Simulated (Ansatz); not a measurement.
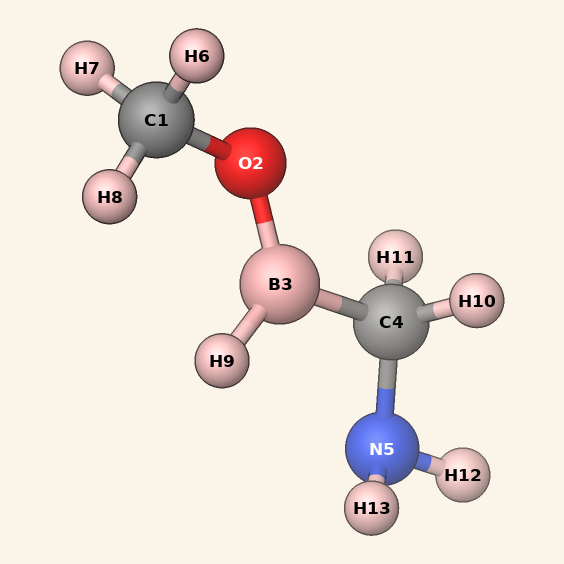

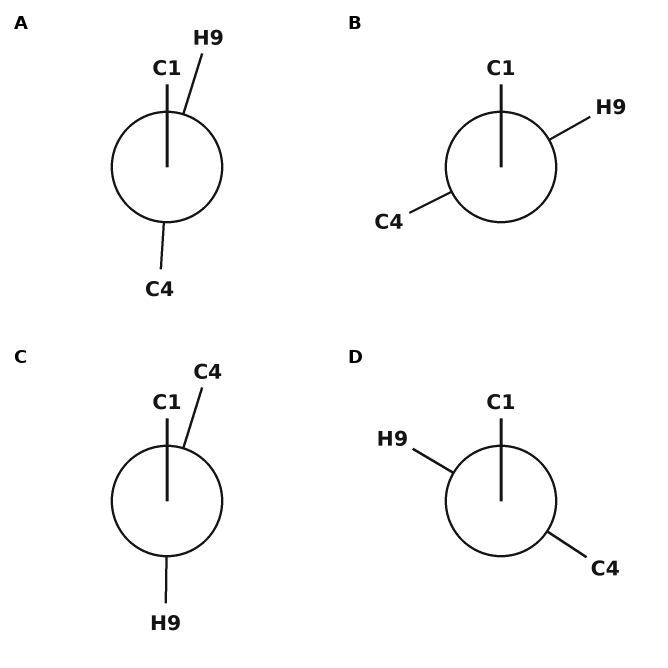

Depth is shown by fading: the farther an atom, the more it takes the colour of the background. Bonds that would overlap in a projection are set slightly apart. Computed geometry: PBE-D4/def2-SVP optimisation. No frequency run is at hand to confirm it as a minimum.

**Which Newman projection shows the view along O2–B3, with O2 in front?**

A. The torsion angle C1–O2–B3–C4 is −177°, antiperiplanar (anti).
